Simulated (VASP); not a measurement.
Band structure of ZrPbO3 (space group Amm2). Level of theory: r2SCAN meta-GGA, VASP's PBE PAW potentials (set 64) (plane waves; VASP).

Unless said otherwise, spin-orbit coupling is left out, though it shifts the bands of the heavy elements here.

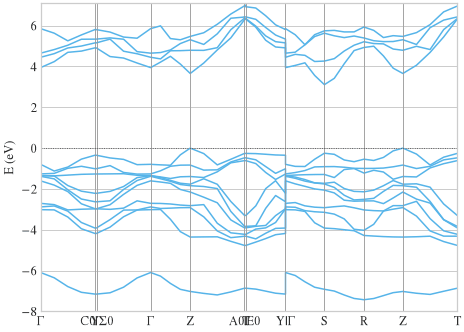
Figure. Bands along high-symmetry lines, zero at the valence-band maximum or, without a gap, the Fermi level

Question: Read the plot: is there a gap, and where are the band edges?

Answer: The gap is indirect, 3.11 eV, from the valence maximum at Z to the conduction minimum at S.

The structure comes from a computed database's ZrPbO3 entry (Amm2); how it stands against other phases isn't given here. It was relaxed first.
